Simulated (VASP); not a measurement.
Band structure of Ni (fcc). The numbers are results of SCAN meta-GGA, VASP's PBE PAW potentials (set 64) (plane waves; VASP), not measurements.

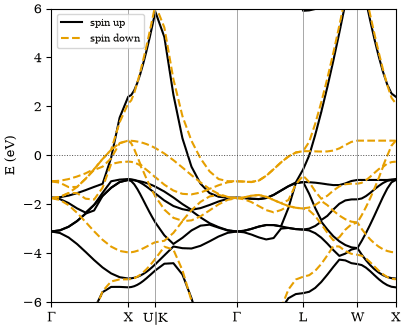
Bands along high-symmetry lines, zero at the valence-band maximum or, without a gap, the Fermi level

Problem. Read the plot: is there a gap, and where are the band edges?

Solution. It has no gap at this level: it comes out as a metal or semimetal.

The compound is Ni in the fcc structure. It was relaxed first, which changed the volume by -5 %.
